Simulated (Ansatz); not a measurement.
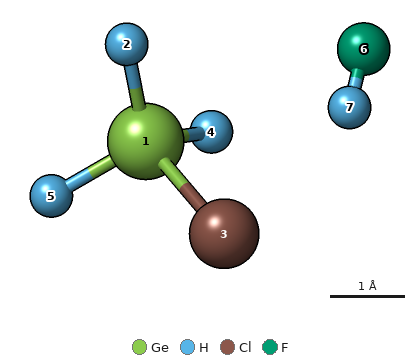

Figure 1. The structure as given in the input (ball-and-stick view, seen at a tilt; atoms are numbered from 1 in the order of the input). Sticks mark near contacts. Bond lengths as drawn: Cl–Ge 2.20 Å, F–H 0.91 Å and Ge–H 1.52 Å.

# Run report: GeH4ClF, nudged elastic band (part 1 of 2)

System: GeH4ClF.
Method: RHF/def2-SVP (Ansatz 0.2.0).

It belongs to a series of runs on one base structure; here: band between the two ends. Figures and captions count atoms from 1; the log counts them from 0 in places.

**Input file**
```yaml
crystal:
  periodic: [false, false, false]
  atoms:
    - { symbol: Ge, position_ang: [-0.296874, -0.31615, -0.086546] }
    - { symbol: H, position_ang: [-0.581103, -0.58213, 1.384356] }
    - { symbol: Cl, position_ang: [1.883117, -0.12055, -0.281188] }
    - { symbol: H, position_ang: [-0.898715, 0.989986, -0.583921] }
    - { symbol: H, position_ang: [-0.681826, -1.498757, -0.968935] }
    - { symbol: F, position_ang: [1.093841, 2.198674, 1.760173] }
    - { symbol: H, position_ang: [1.711061, 1.735827, 1.28606] }
basis:
  gaussian: { orbitals: def2-SVP }
hamiltonian:
  xc: hf
neb:
  order_check: false
  images: 9
  f_tol: 0.03
  max_iterations: 60
  final_atoms:
    - { symbol: Ge, position_ang: [0.10937688, 0.27766808, -0.88680219] }
    - { symbol: H, position_ang: [0.42899759, 0.33411514, 3.8103568] }
    - { symbol: Cl, position_ang: [1.98619335, -0.15922186, -1.82949149] }
    - { symbol: H, position_ang: [-0.72140068, 1.15991764, -1.79962665] }
    - { symbol: H, position_ang: [-0.53023075, -1.01767498, -0.4228885] }
    - { symbol: F, position_ang: [0.47148615, 1.19926104, 0.51934304] }
    - { symbol: H, position_ang: [0.48507844, 0.61283493, 3.11910801] }
  initial_path:
    images:
      - { positions_ang: [[-0.296874, -0.31615, -0.086546], [-0.581103, -0.58213, 1.384356], [1.883117, -0.12055, -0.281188], [-0.898715, 0.989986, -0.583921], [-0.681826, -1.498757, -0.968935], [1.093841, 2.198674, 1.760173], [1.711061, 1.735827, 1.28606]] }
      - { positions_ang: [[-0.23040271, -0.25141196, -0.07627408], [-0.48500055, -0.47954496, 1.47916083], [1.94166435, -0.07934376, -0.3489565], [-0.85658943, 1.04700068, -0.57788976], [-0.67001542, -1.44936729, -0.9054447], [1.07221762, 2.07303516, 1.55271134], [1.45762714, 1.54653214, 1.38669187]] }
      - { positions_ang: [[-0.16393143, -0.18667393, -0.06600216], [-0.38889811, -0.37695992, 1.57396566], [2.00021169, -0.03813753, -0.41672501], [-0.81446386, 1.10401536, -0.57185851], [-0.65820483, -1.39997759, -0.84195441], [1.05059425, 1.94739633, 1.34524968], [1.20419329, 1.35723727, 1.48732375]] }
      - { positions_ang: [[-0.09746014, -0.12193589, -0.05573024], [-0.29279566, -0.27437488, 1.66877049], [2.05875904, 0.00306871, -0.48449351], [-0.77233829, 1.16103005, -0.56582727], [-0.64639425, -1.35058788, -0.77846411], [1.02897087, 1.82175749, 1.13778802], [0.95075943, 1.16794241, 1.58795562]] }
      - { positions_ang: [[-0.03098886, -0.05719786, -0.04545832], [-0.19669321, -0.17178984, 1.76357532], [2.11730638, 0.04427495, -0.55226201], [-0.73021272, 1.21804473, -0.55979603], [-0.63458366, -1.30119818, -0.71497382], [1.0073475, 1.69611865, 0.93032636], [0.69732557, 0.97864754, 1.6885875]] }
      - { positions_ang: [[0.03548243, 0.00754018, -0.0351864], [-0.10059077, -0.0692048, 1.85838016], [2.17585373, 0.08548118, -0.62003051], [-0.68808716, 1.27505941, -0.55376478], [-0.62277308, -1.25180847, -0.65148352], [0.98572412, 1.57047982, 0.72286469], [0.44389171, 0.78935268, 1.78921937]] }
      - { positions_ang: [[0.05026132, 0.06156576, -0.20550956], [0.00532691, 0.01145919, 2.24877548], [2.13792165, 0.03654057, -0.86192271], [-0.69474986, 1.25203105, -0.80293716], [-0.60426461, -1.20498177, -0.60576452], [0.88287653, 1.49623606, 0.68216036], [0.45212906, 0.75404913, 2.0551971]] }
      - { positions_ang: [[0.06504021, 0.11559134, -0.37583272], [0.11124458, 0.09212318, 2.63917081], [2.09998958, -0.01240003, -1.1038149], [-0.70141257, 1.2290027, -1.05210953], [-0.58575614, -1.15815507, -0.56004551], [0.78002894, 1.42199231, 0.64145603], [0.46036641, 0.71874558, 2.32117482]] }
      - { positions_ang: [[0.0798191, 0.16961692, -0.54615588], [0.21716225, 0.17278717, 3.02956614], [2.0620575, -0.06134064, -1.3457071], [-0.70807527, 1.20597435, -1.30128191], [-0.56724768, -1.11132838, -0.51432651], [0.67718134, 1.34774855, 0.6007517], [0.46860375, 0.68344203, 2.58715255]] }
      - { positions_ang: [[0.09459799, 0.2236425, -0.71647904], [0.32307992, 0.25345115, 3.41996147], [2.02412543, -0.11028125, -1.5875993], [-0.71473797, 1.18294599, -1.55045428], [-0.54873921, -1.06450168, -0.46860751], [0.57433375, 1.2735048, 0.56004737], [0.4768411, 0.64813848, 2.85313028]] }
      - { positions_ang: [[0.10937688, 0.27766808, -0.88680219], [0.42899759, 0.33411514, 3.8103568], [1.98619335, -0.15922186, -1.82949149], [-0.72140068, 1.15991764, -1.79962665], [-0.53023075, -1.01767498, -0.4228885], [0.47148615, 1.19926104, 0.51934304], [0.48507844, 0.61283493, 3.11910801]] }
```

Run on 1 thread of Arm Neoverse V1, 24 GiB of memory available, shared host.

Launch command:
```bash
ansatz run input.yaml --threads 1 --pin off --max-ram 2048MiB --backend cpu --events-out ev --progress --plain --runs-dir out
```

**Output**
```
Engine: ansatz 0.2.0, aarch64-unknown-linux-gnu
Functional definition: HF
  exchange = exact_x
  correlation = 0
873 factors; integrals over basis functions are off by at most 3.1e-4 eV
mean field evaluation 1: about -71732.4827 eV, gradient 2.7e1 eV
mean field evaluation 2: about -71732.5097 eV, gradient 2.7e1 eV
mean field evaluation 4: about -71734.0630 eV, gradient 1.9e0 eV
mean field evaluation 8: about -71734.0788 eV, gradient 4.0e-5 eV
mean field -71734.07883874 eV, -2636.1787742188 hartree, gradient 9.2e-6 eV, S^2 0.000000; 0 other end points of the search recorded, 0 dependent functions left out
the calculation of the forces begins
reference -71734.07883874 eV, -2636.1787742188 hartree; 31, 31 occupied and 53, 53 virtual orbitals, 873 factors
867 factors; integrals over basis functions are off by at most 4.6e-4 eV
mean field evaluation 16: about -71734.2428 eV, gradient 5.3e-1 eV
mean field -71734.24660906 eV, -2636.1849396644 hartree, gradient 7.3e-6 eV, S^2 0.000000; 0 other end points of the search recorded, 0 dependent functions left out
[... from here on the field's lines of each further geometry are left out, up to the last ...]
NEB iter   1: max|band force component| = 5.981e1 eV/Å  barrier→ = 6.3156 eV  barrier← = 6.4833 eV  Δτ_max = 0.2000 Å  (366 SCF iters)
NEB iter   2: max|band force component| = 3.499e0 eV/Å  barrier→ = 3.2994 eV  barrier← = 3.4672 eV  Δτ_max = 0.2000 Å  (291 SCF iters)
NEB iter   3: max|band force component| = 2.053e0 eV/Å  barrier→ = 2.5799 eV  barrier← = 2.7477 eV  Δτ_max = 0.2000 Å  (289 SCF iters)
NEB iter   4: max|band force component| = 4.243e0 eV/Å  barrier→ = 2.4365 eV  barrier← = 2.6042 eV  Δτ_max = 0.1006 Å  (291 SCF iters)
NEB iter   5: max|band force component| = 8.167e-1 eV/Å  barrier→ = 2.3231 eV  barrier← = 2.4909 eV  Δτ_max = 0.1979 Å  (288 SCF iters)
NEB iter   6: max|band force component| = 6.566e-1 eV/Å  barrier→ = 2.0165 eV  barrier← = 2.1843 eV  Δτ_max = 0.1872 Å  (292 SCF iters)
NEB iter   7: max|band force component| = 3.858e0 eV/Å  barrier→ = 1.9922 eV  barrier← = 2.1600 eV  Δτ_max = 0.0989 Å  (296 SCF iters)
NEB iter   8: max|band force component| = 1.347e0 eV/Å  barrier→ = 1.8273 eV  barrier← = 1.9951 eV  CI = image 5  Δτ_max = 0.2000 Å  (288 SCF iters)
NEB iter   9: max|band force component| = 1.354e0 eV/Å  barrier→ = 2.4772 eV  barrier← = 2.6450 eV  CI = image 5  Δτ_max = 0.2000 Å  (298 SCF iters)
NEB iter  10: max|band force component| = 1.347e0 eV/Å  barrier→ = 2.7285 eV  barrier← = 2.8963 eV  CI = image 5  Δτ_max = 0.0985 Å  (289 SCF iters)
NEB iter  11: max|band force component| = 3.460e-1 eV/Å  barrier→ = 2.6475 eV  barrier← = 2.8153 eV  CI = image 5  Δτ_max = 0.0863 Å  (280 SCF iters)
NEB iter  12: max|band force component| = 5.185e-1 eV/Å  barrier→ = 2.6414 eV  barrier← = 2.8091 eV  CI = image 5  Δτ_max = 0.0438 Å  (282 SCF iters)
NEB iter  13: max|band force component| = 9.893e-2 eV/Å  barrier→ = 2.6330 eV  barrier← = 2.8007 eV  CI = image 5  Δτ_max = 0.0128 Å  (279 SCF iters)
NEB iter  14: max|band force component| = 1.202e-1 eV/Å  barrier→ = 2.6324 eV  barrier← = 2.8002 eV  CI = image 5  Δτ_max = 0.0064 Å  (244 SCF iters)
NEB iter  15: max|band force component| = 7.188e-2 eV/Å  barrier→ = 2.6321 eV  barrier← = 2.7998 eV  CI = image 5  Δτ_max = 0.0128 Å  (226 SCF iters)
NEB iter  16: max|band force component| = 3.284e-2 eV/Å  barrier→ = 2.6313 eV  barrier← = 2.7990 eV  CI = image 5  Δτ_max = 0.0255 Å  (263 SCF iters)
NEB iter  17: max|band force component| = 6.200e-2 eV/Å  barrier→ = 2.6299 eV  barrier← = 2.7977 eV  CI = image 5  Δτ_max = 0.0128 Å  (273 SCF iters)
NEB iter  18: max|band force component| = 5.278e-2 eV/Å  barrier→ = 2.6292 eV  barrier← = 2.7969 eV  CI = image 5  Δτ_max = 0.0128 Å  (253 SCF iters)
NEB iter  19: max|band force component| = 4.752e-2 eV/Å  barrier→ = 2.6284 eV  barrier← = 2.7962 eV  CI = image 5  Δτ_max = 0.0128 Å  (260 SCF iters)
NEB iter  20: max|band force component| = 4.597e-2 eV/Å  barrier→ = 2.6276 eV  barrier← = 2.7954 eV  CI = image 5  Δτ_max = 0.0128 Å  (249 SCF iters)
NEB iter  21: max|band force component| = 4.808e-2 eV/Å  barrier→ = 2.6267 eV  barrier← = 2.7945 eV  CI = image 5  Δτ_max = 0.0255 Å  (270 SCF iters)
NEB iter  22: max|band force component| = 5.888e-2 eV/Å  barrier→ = 2.6250 eV  barrier← = 2.7928 eV  CI = image 5  Δτ_max = 0.0255 Å  (273 SCF iters)
NEB iter  23: max|band force component| = 6.937e-2 eV/Å  barrier→ = 2.6232 eV  barrier← = 2.7910 eV  CI = image 5  Δτ_max = 0.0509 Å  (280 SCF iters)
NEB iter  24: max|band force component| = 8.098e-2 eV/Å  barrier→ = 2.6200 eV  barrier← = 2.7878 eV  CI = image 5  Δτ_max = 0.0509 Å  (286 SCF iters)
NEB iter  25: max|band force component| = 9.247e-2 eV/Å  barrier→ = 2.6167 eV  barrier← = 2.7844 eV  CI = image 5  Δτ_max = 0.1008 Å  (295 SCF iters)
NEB iter  26: max|band force component| = 9.681e-2 eV/Å  barrier→ = 2.6134 eV  barrier← = 2.7811 eV  CI = image 5  Δτ_max = 0.1450 Å  (275 SCF iters)
NEB iter  27: max|band force component| = 9.486e-2 eV/Å  barrier→ = 2.6098 eV  barrier← = 2.7776 eV  CI = image 5  Δτ_max = 0.0743 Å  (287 SCF iters)
NEB iter  28: max|band force component| = 9.292e-2 eV/Å  barrier→ = 2.6059 eV  barrier← = 2.7736 eV  CI = image 5  Δτ_max = 0.0653 Å  (287 SCF iters)
NEB iter  29: max|band force component| = 9.305e-2 eV/Å  barrier→ = 2.6011 eV  barrier← = 2.7689 eV  CI = image 5  Δτ_max = 0.0755 Å  (290 SCF iters)
NEB iter  30: max|band force component| = 9.730e-2 eV/Å  barrier→ = 2.5949 eV  barrier← = 2.7627 eV  CI = image 5  Δτ_max = 0.0542 Å  (285 SCF iters)
NEB iter  31: max|band force component| = 1.041e-1 eV/Å  barrier→ = 2.5892 eV  barrier← = 2.7570 eV  CI = image 5  Δτ_max = 0.0482 Å  (288 SCF iters)
NEB iter  32: max|band force component| = 1.160e-1 eV/Å  barrier→ = 2.5833 eV  barrier← = 2.7511 eV  CI = image 5  Δτ_max = 0.0529 Å  (288 SCF iters)
NEB iter  33: max|band force component| = 1.084e-1 eV/Å  barrier→ = 2.5779 eV  barrier← = 2.7457 eV  CI = image 5  Δτ_max = 0.0587 Å  (297 SCF iters)
NEB iter  34: max|band force component| = 1.354e-1 eV/Å  barrier→ = 2.5726 eV  barrier← = 2.7404 eV  CI = image 5  Δτ_max = 0.0435 Å  (296 SCF iters)
NEB iter  35: max|band force component| = 9.181e-2 eV/Å  barrier→ = 2.5686 eV  barrier← = 2.7364 eV  CI = image 5  Δτ_max = 0.0299 Å  (295 SCF iters)
NEB iter  36: max|band force component| = 9.643e-2 eV/Å  barrier→ = 2.5661 eV  barrier← = 2.7339 eV  CI = image 5  Δτ_max = 0.0275 Å  (295 SCF iters)
NEB iter  37: max|band force component| = 9.321e-2 eV/Å  barrier→ = 2.5639 eV  barrier← = 2.7317 eV  CI = image 5  Δτ_max = 0.0393 Å  (282 SCF iters)
NEB iter  38: max|band force component| = 8.410e-2 eV/Å  barrier→ = 2.5613 eV  barrier← = 2.7291 eV  CI = image 5  Δτ_max = 0.1650 Å  (286 SCF iters)
NEB iter  39: max|band force component| = 5.637e-2 eV/Å  barrier→ = 2.5554 eV  barrier← = 2.7232 eV  CI = image 5  Δτ_max = 0.2000 Å  (295 SCF iters)
NEB iter  40: max|band force component| = 1.884e-1 eV/Å  barrier→ = 2.5528 eV  barrier← = 2.7206 eV  CI = image 5  Δτ_max = 0.1010 Å  (297 SCF iters)
NEB iter  41: max|band force component| = 1.839e-1 eV/Å  barrier→ = 2.5599 eV  barrier← = 2.7277 eV  CI = image 5  Δτ_max = 0.0501 Å  (295 SCF iters)
NEB iter  42: max|band force component| = 1.774e-1 eV/Å  barrier→ = 2.5563 eV  barrier← = 2.7241 eV  CI = image 5  Δτ_max = 0.0250 Å  (303 SCF iters)
NEB iter  43: max|band force component| = 1.080e-1 eV/Å  barrier→ = 2.5527 eV  barrier← = 2.7204 eV  CI = image 5  Δτ_max = 0.0499 Å  (296 SCF iters)
NEB iter  44: max|band force component| = 5.474e-2 eV/Å  barrier→ = 2.5518 eV  barrier← = 2.7195 eV  CI = image 5  Δτ_max = 0.0994 Å  (287 SCF iters)
```
